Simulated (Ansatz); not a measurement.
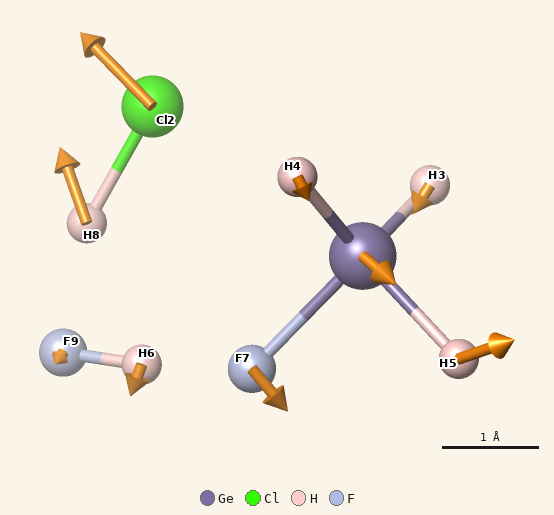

This is a relaxation of GeH$_{5}$ClF$_{2}$ (started from a transition state, displaced along its imaginary mode). The starting structure is drawn; orange arrows show the displacements, 2 times their true length. The two geometries are superimposed by the best rigid fit.

Style: ball-and-stick. Shown at a tilt.

Computed with RKS PBE0-D4/def2-TZVP in Ansatz.

Input
```yaml
crystal:
  periodic: [false, false, false]
  atoms:
    - {symbol: Ge, position_ang: [-0.799498, -0.875364, -0.596470]}
    - {symbol: Cl, position_ang: [1.010962, -0.494002, 1.700362]}
    - {symbol: H, position_ang: [0.269747, -1.945476, -0.824825]}
    - {symbol: H, position_ang: [-1.667254, -0.924886, 0.700439]}
    - {symbol: H, position_ang: [-1.663034, -0.795533, -1.898612]}
    - {symbol: H, position_ang: [0.622948, 1.493073, -0.074707]}
    - {symbol: F, position_ang: [-0.365747, 0.752283, -0.709993]}
    - {symbol: H, position_ang: [1.294478, 0.834081, 1.250788]}
    - {symbol: F, position_ang: [1.297396, 1.955825, 0.453016]}
basis:
  gaussian: {orbitals: def2-TZVP}
hamiltonian: {xc: pbe0, dispersion: d4}
relax: {f_tol: 0.005, max_steps: 200}
```

Launched with:
```bash
ansatz run in.yaml --threads 8 --pin off --events-out ev --progress --plain --max-ram 19148MiB
```

Question: What did the optimiser do to the structure, and how much energy did it gain?

Answer: After 10 geometry steps the energy has fallen by 67.6 kJ/mol. Largest force component: 2.9 eV/Å at the start, 0.0047 eV/Å at the end. Cl2 moves most after the best rigid fit: 0.59 Å. Largest moves by element: Cl 0.59 Å, H 0.44 Å, F 0.30 Å, Ge 0.27 Å. Among the contacts that change: Ge1–Cl2 2.949 → 3.802 Å, Cl2–H8 1.430 → 1.298 Å, Ge1–F7 1.688 → 1.779 Å, Ge1–H4 1.561 → 1.526 Å. Bond angles that change, for instance: H3–Ge1–F7 119.0° → 105.0°, H5–Ge1–F7 92.1° → 103.0°, H3–Ge1–H5 107.3° → 113.8°.
